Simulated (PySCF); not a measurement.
Input file:

```
{"job": {"kind": "nmr", "xc": "PBE0", "basis": "pcSseg-1"}, "charge": 0, "multiplicity": 1}
O     -0.372939     2.003854     1.411178
C     -0.872651     1.010740     0.942118
C     -0.127624     0.087299     0.096067
Si     1.660366     0.678041    -0.128827
C     -0.895068    -0.615248    -1.007203
C     -0.489455    -1.382725     0.189838
H     -1.934348     0.757307     1.141781
H      2.313571     0.709540     1.174485
H      1.647809     1.974011    -0.797287
H      2.306622    -0.322396    -0.988091
H     -0.371265    -0.780435    -1.936214
H     -1.938720    -0.362446    -1.130458
H      0.322175    -2.089136     0.106772
H     -1.249151    -1.668879     0.903676
```

Run with:

```sh
OMP_NUM_THREADS=1 python probes_run.py task.json out
```

Geometry: GFN2-xTB.

These are results of PBE0/pcSseg-1, SCF density, gas phase, non-relativistic (PySCF), not measurements.

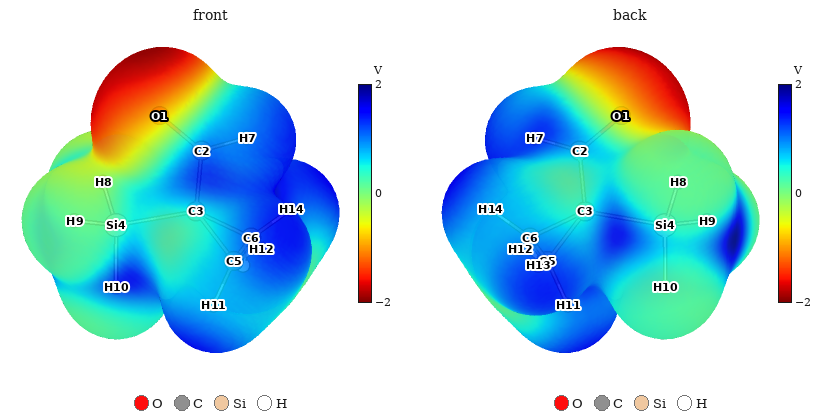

C₄H₈OSi (SMILES O=CC1([SiH3])CC1). The molecular electrostatic potential painted on the density surface at 0.004 e/bohr³, seen from the front and from behind; the colour scale runs from red (negative) to blue (positive).

Describe the electrostatic potential map.

Answer. The most negative region (about −1.9 V) lies over O1, the most positive (about +1.7 V) over Si4. O1 is the likeliest acceptor of a hydrogen bond.

How polar is the molecule by this calculation?

Answer. Its dipole moment is 3.13 D.
